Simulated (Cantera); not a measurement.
A closed system holds: 1 mol SiH2Cl2, 9.4 mol NH3, 13 mol N2, held at 0.0390 bar.

Equilibrium computed with Cantera from the NASA thermochemical tables; the gas is ideal and each condensed phase is pure. Candidate condensed phases: NH4Cl, Si, Si3N4; 28 gas species. The tables' values for SiCl3, SiCl are old estimates; treat these amounts as uncertain. The numbers say what is thermodynamically allowed, not how fast it happens.

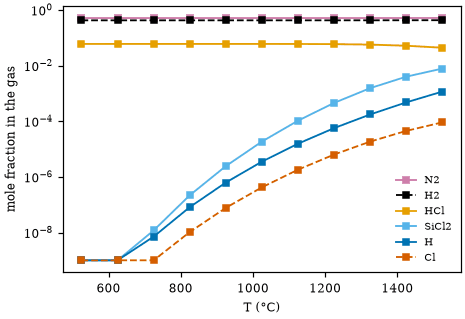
*Equilibrium gas composition (values under 1e-9 drawn at 1e-9)*

From 525 °C to 1525 °C the condensed part is Si3N4(s). The main Si-bearing gas is SiCl4 at 525 °C and SiCl2 at 1525 °C.
